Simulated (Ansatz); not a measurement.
# AlH3S (SMILES [AlH2][SH]): levels of theory compared

Aim: a comparison of 6 runs (B3LYP/6-31G*, B2PLYP/cc-pVDZ, PBE0/def2-SVP, Sx+nonec/jorge-DZP, MP2/6-31G**) of AlH3S. 

Program for the calculation: Ansatz 0.2.0.

6 further runs of the same task are left out: 4 for a known fault of the program, 1 that didn't finish, 1 set aside as unsound or not needed.

### 1 The molecule

AlH3S: 5 atoms, total charge 0, spin state singlet. As SMILES, `[AlH2][SH]`. Geometry: relaxed at PBE0-D4/def2-TZVP.

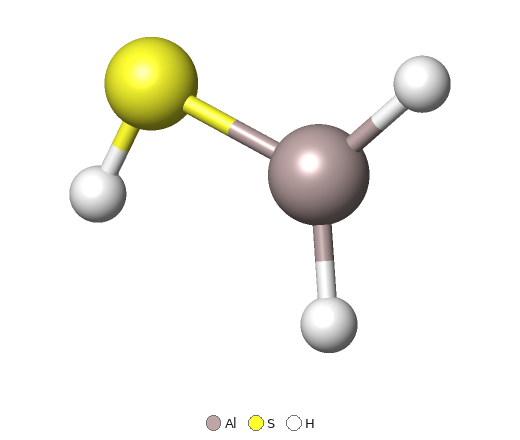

The structure, seen from a chosen angle (aluminium light grey, sulfur yellow, hydrogen white).

### 2 Energy and gradient at B3LYP/6-31G(d) (spherical functions) (run 1)

job.yaml

```yaml
crystal:
  periodic: [false, false, false]
  atoms:
    - {symbol: Al, position_ang: [-0.616100, -0.064200, -0.181700]}
    - {symbol: S, position_ang: [1.129100, -0.343100, 1.096600]}
    - {symbol: H, position_ang: [-1.981700, -0.650100, 0.351100]}
    - {symbol: H, position_ang: [-0.441100, 0.696000, -1.556400]}
    - {symbol: H, position_ang: [1.959700, 0.287800, 0.249000]}
basis:
  gaussian: {orbitals: 6-31G_st_-spherical.json}
hamiltonian: {xc: {name: B3LYP}}
accuracy: high
output: {forces: true, orbitals: {seedname: orbitals}}
```

The basis set 6-31G* is read from a file made from the Basis Set Exchange's data (not shown).

Launch:

```sh
$ ansatz run job.yaml --threads 1 --pin off --max-ram 2610MiB --events-out events.jsonl --progress --plain --runs-dir runs
```

Output:

```text
Warning: RAYON_NUM_THREADS=1 ignored (pool sized by the plan → 1); use --threads N
Functional definition: B3LYP
  name "B3LYP"
  parameter a0 = 0.2
  parameter ax = 0.72
  parameter ac = 0.81
  exchange = (1 - a0 - ax)*slater_x + ax*b88_x + a0*exact_x
  correlation = (1 - ac)*vwn_rpa_c + ac*lyp_c
841 factors; integrals over basis functions are off by at most 3.7e-9 eV
mean field evaluation 1: about -17480.9789 eV, gradient 1.7e1 eV
mean field evaluation 2: about -17480.9002 eV, gradient 1.8e1 eV
mean field evaluation 4: about -17481.9448 eV, gradient 3.5e-1 eV
mean field evaluation 8: about -17481.9421 eV, gradient 9.0e-3 eV
mean field evaluation 16: about -17481.9421 eV, gradient 1.1e-7 eV
mean field -17481.94208918 eV, -642.4495220913 hartree, gradient 2.6e-8 eV, S^2 0.000000; 0 other end points of the search recorded, 0 dependent functions left out
the calculation of the forces begins
reference -17481.94212605 eV, -642.4495234463 hartree; 16, 16 occupied and 26, 26 virtual orbitals, 841 factors
Total energy: -17481.94212605 eV, -642.4495234463 hartree
Atom 0 at    -0.616100    -0.064200    -0.181700 Å, force    -0.240114    -0.008055    -0.087751 eV/Å
Atom 1 at     1.129100    -0.343100     1.096600 Å, force     0.052840    -0.091099     0.196388 eV/Å
Atom 2 at    -1.981700    -0.650100     0.351100 Å, force    -0.033646    -0.015449     0.015215 eV/Å
Atom 3 at    -0.441100     0.696000    -1.556400 Å, force     0.026577     0.026541    -0.039090 eV/Å
Atom 4 at     1.959700     0.287800     0.249000 Å, force     0.194343     0.088063    -0.084762 eV/Å
Dipole moment:    -0.020146     0.119045    -0.235520 e Å
```

Wall time 2.4 s (1 thread of Arm Neoverse V2, shared host).

### 3 Energy and gradient at B3LYP/6-31G(d) (Cartesian functions) (run 2)

molecule.yaml

```yaml
crystal:
  periodic: [false, false, false]
  atoms:
    - symbol: Al
      position_ang: [-0.616100, -0.064200, -0.181700]
    - symbol: S
      position_ang: [1.129100, -0.343100, 1.096600]
    - symbol: H
      position_ang: [-1.981700, -0.650100, 0.351100]
    - symbol: H
      position_ang: [-0.441100, 0.696000, -1.556400]
    - symbol: H
      position_ang: [1.959700, 0.287800, 0.249000]
basis:
  gaussian:
    orbitals: "6-31G*"
accuracy: high
output: {forces: true, orbitals: {seedname: orbitals}}
hamiltonian:
  xc: {name: B3LYP}
```

Launch:

```sh
$ ansatz run molecule.yaml --threads 1 --pin off --max-ram 2610MiB --events-out events.jsonl --progress --plain --runs-dir runs
```

Output, shortened:

```text
Warning: RAYON_NUM_THREADS=1 ignored (pool sized by the plan → 1); use --threads N
[... 2 set-up lines as earlier in the session ...]
[...]
860 factors; integrals over basis functions are off by at most 3.2e-9 eV
[...]
mean field -17482.06045481 eV, -642.4538719480 hartree, gradient 4.7e-8 eV, S^2 0.000000; 0 other end points of the search recorded, 0 dependent functions left out
[...]
reference -17482.06049169 eV, -642.4538733034 hartree; 16, 16 occupied and 28, 28 virtual orbitals, 860 factors
Total energy: -17482.06049169 eV, -642.4538733034 hartree
Atom 0 at    -0.616100    -0.064200    -0.181700 Å, force    -0.238238    -0.008369    -0.086350 eV/Å
Atom 1 at     1.129100    -0.343100     1.096600 Å, force     0.048275    -0.091034     0.194311 eV/Å
Atom 2 at    -1.981700    -0.650100     0.351100 Å, force    -0.030068    -0.013594     0.013208 eV/Å
Atom 3 at    -0.441100     0.696000    -1.556400 Å, force     0.025906     0.024396    -0.035288 eV/Å
Atom 4 at     1.959700     0.287800     0.249000 Å, force     0.194125     0.088601    -0.085882 eV/Å
Dipole moment:    -0.020136     0.119128    -0.235674 e Å
```

Wall time 2.6 s (1 thread of Arm Neoverse V2, shared host).

Runs 3 to 5 aren't shown in full; the table further down has their settings and results.

### 4 Energy and forces at MP2/6-31G(d,p) (spherical functions) (run 6)

molecule.yaml

```yaml
crystal:
  periodic: [false, false, false]
  atoms:
    - {symbol: Al, position_ang: [-0.616100, -0.064200, -0.181700]}
    - {symbol: S, position_ang: [1.129100, -0.343100, 1.096600]}
    - {symbol: H, position_ang: [-1.981700, -0.650100, 0.351100]}
    - {symbol: H, position_ang: [-0.441100, 0.696000, -1.556400]}
    - {symbol: H, position_ang: [1.959700, 0.287800, 0.249000]}
basis:
  gaussian:
    orbitals: 6-31G_st__st_-spherical.json
correlation:
  method: mp2
  frozen_orbitals: {Al: 5, H: 0, S: 5}
accuracy: high
output: {forces: true, orbitals: {seedname: orbitals}}
```

The basis set 6-31G** is read from a file made from the Basis Set Exchange's data (not shown).

Launch:

```sh
$ ansatz run molecule.yaml --threads 1 --pin off --max-ram 2610MiB --events-out events.jsonl --progress --plain --runs-dir runs
```

Output, shortened:

```text
Warning: RAYON_NUM_THREADS=1 ignored (pool sized by the plan → 1); use --threads N
Functional definition: HF
  name "HF"
[...]
1036 factors; integrals over basis functions are off by at most 3.9e-9 eV
[...]
mean field -17447.76909393 eV, -641.1936876792 hartree, gradient 4.6e-8 eV, S^2 0.000000; 0 other end points of the search recorded, 0 dependent functions left out
10 core orbitals not correlated: weight in the atoms' cores, before any rotation towards them, 1.000 or more for the frozen orbitals, at most 0.000 for the correlated occupied ones
reference -17447.76909393 eV, -641.1936876792 hartree; 6, 6 occupied and 35, 35 virtual orbitals, 1036 factors
second order -5.12883607 eV of doubles, -0.00000000 eV of singles
[...]
Total energy: -17452.89793000 eV, -641.3821689284 hartree
Atom 0 at    -0.616100    -0.064200    -0.181700 Å, force    -0.089567    -0.016314    -0.007665 eV/Å
Atom 1 at     1.129100    -0.343100     1.096600 Å, force     0.165832     0.169177    -0.251524 eV/Å
Atom 2 at    -1.981700    -0.650100     0.351100 Å, force     0.091627     0.046251    -0.048812 eV/Å
Atom 3 at    -0.441100     0.696000    -1.556400 Å, force    -0.004968    -0.049871     0.093130 eV/Å
Atom 4 at     1.959700     0.287800     0.249000 Å, force    -0.162924    -0.149243     0.214871 eV/Å
Dipole moment:    -0.038181     0.120536    -0.246069 e Å
```

It took 1.5 s on 1 thread of Arm Neoverse V2, shared host.

### 5 The series

```tsv
run	level	Cartesian functions	frozen core orbitals	energy (Eh)	dipole moment (D)	HOMO energy (eV)	LUMO energy (eV)	wall time
1	B3LYP/6-31G* (spherical functions)	no	–	-642.449523	1.27	-7.51	-1.59	2.4 s
2	B3LYP/6-31G* (Cartesian functions)	yes	–	-642.453873	1.27	-7.51	-1.59	2.6 s
3	B2PLYP/cc-pVDZ	no	10	-642.180806	1.02	-8.70	-0.32	7.5 s
4	PBE0/def2-SVP	no	–	-641.987044	1.11	-7.77	-1.34	2.3 s
5	Sx+nonec/jorge-DZP (sfX2C, Coulomb fitting set)	no	–	-639.044630	1.02	-5.60	-1.38	0.48 s
6	MP2/6-31G** (spherical functions)	no	10	-641.382169	1.33	-10.46	1.22	1.5 s
```

### 6 Results

```
                                           quantity          value
                                run 6: total energy  -641.38217 Eh
          run 6: dipole moment (correlated density)         1.33 D
         run 6: HOMO energy (Hartree–Fock orbitals)      -10.46 eV
         run 6: LUMO energy (Hartree–Fock orbitals)        1.22 eV
       run 6: HOMO–LUMO gap (Hartree–Fock orbitals)       11.68 eV
run 6: correlation energy (10 core orbitals frozen)     -188.5 mEh
                    run 6: largest force on an atom     0.346 eV/Å
```

**Reading.** The dipole moment (its size) runs from 1.02 D (Sx+nonec/jorge-DZP) to 1.33 D (MP2/6-31G**). The two ends differ in method and basis and Hamiltonian. Over runs 1, 2, 3, 4, 5 the HOMO–LUMO gap runs from 4.22 eV (Sx+nonec/jorge-DZP) to 8.37 eV (B2PLYP/cc-pVDZ). A double hybrid's value is that of its SCF part. Totals of different functionals can't be ranked against each other. Some runs of one species differ in core potentials or relativity; totals across that change don't compare. All runs together took 17 s, the longest 7.5 s.
